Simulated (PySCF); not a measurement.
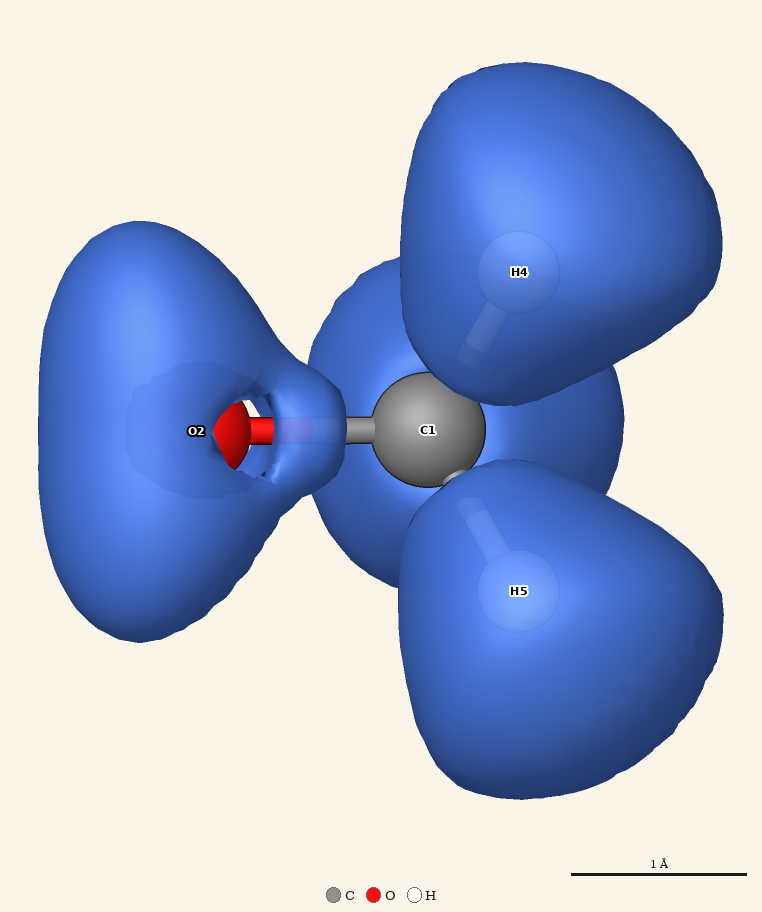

Figure 1: CH3O (SMILES C[O]) (doublet). Isosurface of the ELF at 0.75 (blue), seen across its widest extent. Core shells and regions of very low density are left out.

Geometry: PBE0-D3(BJ)/ma-def2-SVP.

Level of theory: PySCF, DFT single point, gas phase, functional wB97X.

```yaml
atoms:
  - { symbol: C, position_ang: [-0.0335, -0.0446, -0.0752] }
  - { symbol: O, position_ang: [1.3148, -0.1134, -0.0982] }
  - { symbol: H, position_ang: [-0.2896, 0.4051, 0.9139] }
  - { symbol: H, position_ang: [-0.4615, 0.6347, -0.8395] }
  - { symbol: H, position_ang: [-0.5314, -1.0353, -0.0924] }
```

> What do the ELF domains correspond to?

The ELF exceeds this value in three regions around hydrogen nuclei and one region on O in which the atom's valence shell and bonds are merged. Along the contacts the grid gives the following. C–O (1.35 Å): the ELF peaks at about 0.90 between the atoms: a shared but strongly polarised pair. C–H (1.11 Å): the ELF climbs to about 1 towards the hydrogen, as it does in any bond to H (a covalent bond by its length).
